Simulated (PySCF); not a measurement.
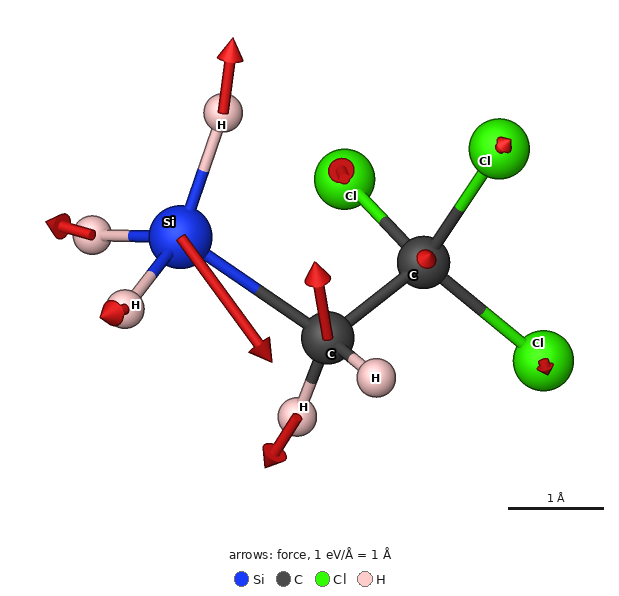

Starting geometry of C₂H₅Cl₃Si with the computed forces as red arrows. A ball-and-stick model, seen at a tilt.

The start comes from GFN2-xTB. Its atoms were then displaced at random by about 0.01 Å.

Level of theory: PBE0-D3(BJ)/def2-SVP geometry optimisation, gas phase in PySCF 2.14.0, density-fitted response routines. 

Is this structure relaxed? If not, where do the atoms go?

It isn't relaxed: the largest force vector, on the Si atom, is 1.65 eV/Å. The final displacements have little in common with the starting forces (cosine between the two patterns 0.28). The atom that moves furthest after the best rigid fit is a Cl atom (0.15 Å). Largest moves by element: Cl 0.15 Å, H 0.11 Å, Si 0.05 Å, C 0.04 Å. Some distances before and after: Cl–Si 3.193 → 3.349 Å, C–Si 1.952 → 1.907 Å, H–Si 1.446 → 1.489 Å, C–H 1.080 → 1.102 Å. Bond angles that change, for instance: H–Si–H 114.2° → 110.1°, Si–C–C 112.8° → 116.5°, C–Si–H 108.9° → 111.6°. Over 4 geometry steps the energy falls by 0.097 eV.
